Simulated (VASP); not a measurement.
Band structure of Fe₂Ge (space group P6_3/mmc). Computed with LDA (Ceperley-Alder, Perdew-Zunger), VASP's LDA PAW potentials (set 64) (plane waves; VASP).

The run has a spin-polarised start.

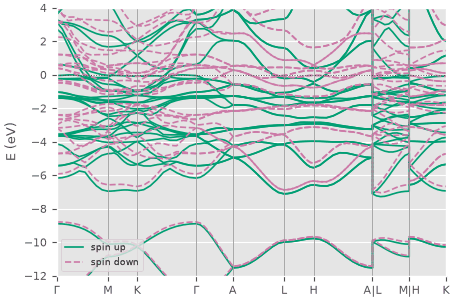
Figure. Bands along high-symmetry lines, zero at the valence-band maximum or, without a gap, the Fermi level

Question: Read the plot: is there a gap, and where are the band edges?

Answer: It has no gap at this level: it comes out as a metal or semimetal. (Edges off the drawn lines would not show.)

The structure comes from a computed database's Fe2Ge entry (P6_3/mmc); how it stands against other phases isn't given here. It was relaxed first, which changed the volume by -9 %.
